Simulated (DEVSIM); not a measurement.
Structure: Al/Al2O3/SiO2/p-Si capacitor, at 300 K.

| layer (left to right) | material | thickness (nm) | Na (cm⁻³) |
|---|---|---|---|
| 1 | Al2O3 | 15.0 | - |
| 2 | SiO2 | 0.620 | - |
| 3 | Si | 1400 | 1.8e17 |

Metal gate on the left, work function 4.1 eV. Fixed charge at the semiconductor interface 8.1e11 cm⁻² (in units of +e); no interface traps.

The device is made up for the run: typed textbook-type constants, with dimensions and the other settings drawn at random. Values at 300 K.

| parameter | Al2O3 | SiO2 | Si |
|---|---|---|---|
| gap (eV) | 6.8 | 9 | 1.124 |
| affinity (eV) | 1.35 | 0.9 | 4.05 |
| permittivity | 9 | 3.9 | 11.7 |
| Nc (cm⁻³) | - | - | 2.86e19 |
| Nv (cm⁻³) | - | - | 3.1e19 |

Simulated with DEVSIM: 1D Poisson equation in equilibrium, Boltzmann statistics, complete ionisation; no quantum confinement or tunnelling. Metal contacts follow the ideal Schottky-Mott rule: no Fermi-level pinning, no interface dipoles.

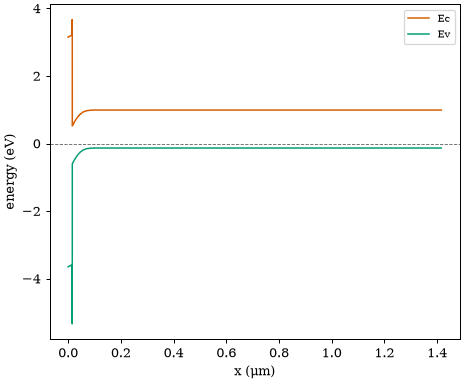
Band edges at -0.4 V on the gate

Energies count from the Fermi level of the right contact; mesh points crowd at the junctions.

| x (μm) | Ec (eV) | Ev (eV) | n (cm⁻³) | p (cm⁻³) | field (V/cm) |
|---|---|---|---|---|---|
| 0.000 | 3.150 | -3.650 | < 1e2 | < 1e2 | 42000 |
| 0.001282 | 3.155 | -3.645 | < 1e2 | < 1e2 | 42000 |
| 0.003904 | 3.166 | -3.634 | < 1e2 | < 1e2 | 42000 |
| 0.008459 | 3.186 | -3.614 | < 1e2 | < 1e2 | 42000 |
| 0.01320 | 3.206 | -3.594 | < 1e2 | < 1e2 | 42000 |
| 0.01473 | 3.212 | -3.588 | < 1e2 | < 1e2 | 42000 |
| 0.01534 | 3.667 | -5.333 | < 1e2 | < 1e2 | 97000 |
| 0.01674 | 0.537 | -0.587 | 2.8e10 | 4.2e9 | 150000 |
| 0.01944 | 0.577 | -0.547 | 5.8e9 | 2.0e10 | 150000 |
| 0.02568 | 0.663 | -0.461 | 2.0e8 | 5.7e11 | 130000 |
| 0.03890 | 0.810 | -0.314 | 690000 | 1.7e14 | 93000 |
| 0.08664 | 0.987 | -0.137 | 750 | 1.6e17 | 3800 |
| 0.1717 | 0.991 | -0.133 | 650 | 1.8e17 | ≈ 0 |
| 0.3686 | 0.991 | -0.133 | 650 | 1.8e17 | ≈ 0 |
| 0.9169 | 0.991 | -0.133 | 650 | 1.8e17 | ≈ 0 |
| 1.187 | 0.991 | -0.133 | 650 | 1.8e17 | ≈ 0 |
| 1.315 | 0.991 | -0.133 | 650 | 1.8e17 | ≈ 0 |
| 1.370 | 0.991 | -0.133 | 650 | 1.8e17 | ≈ 0 |
| 1.401 | 0.991 | -0.133 | 650 | 1.8e17 | ≈ 0 |
| 1.409 | 0.991 | -0.133 | 650 | 1.8e17 | ≈ 0 |
| 1.414 | 0.991 | -0.133 | 650 | 1.8e17 | ≈ 0 |
| 1.416 | 0.991 | -0.133 | 650 | 1.8e17 | ≈ 0 |
